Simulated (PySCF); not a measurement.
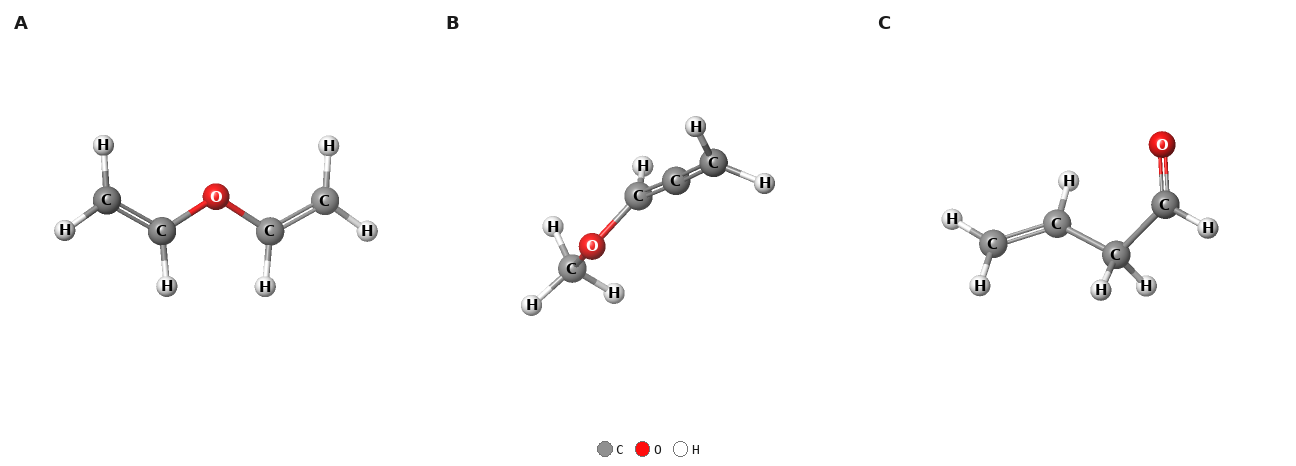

3 stationary structures of one formula. Geometries: PBE0-D3(BJ)/def2-SVP. Electronic energies: PBE0-D3(BJ)/def2-SVP (PySCF 2.14.0), without zero-point energy. No frequency run is at hand to confirm each as a minimum. Each is one conformer, not always the lowest.

Which is lowest in energy, and by how much?

Answer. C is lowest; A lies 65.2 kJ/mol above it, B lies 142.3 kJ/mol above it. A is `C=COC=C`, B is `C=C=COC`, C is `C=CCC=O`.
